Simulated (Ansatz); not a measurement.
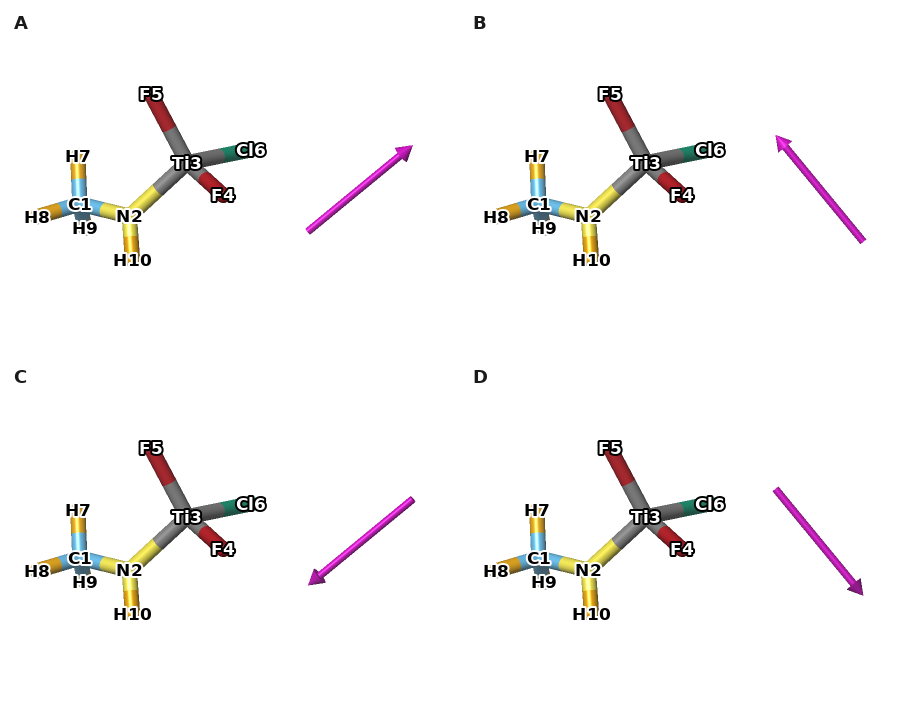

The same molecule four times, each with an arrow. Charge 0, singlet. The computed structure is the end point of a PBE0-D4/def2-TZVP optimisation. Method: RKS PBE0-D4/def2-TZVP (Ansatz 0.2.0).

### Which arrow points along the dipole moment, from the negative to the positive end?

C. The dipole moment is 3.63 D; it points from the side of Cl6 to the side of H8 (the outermost atoms at the two ends).
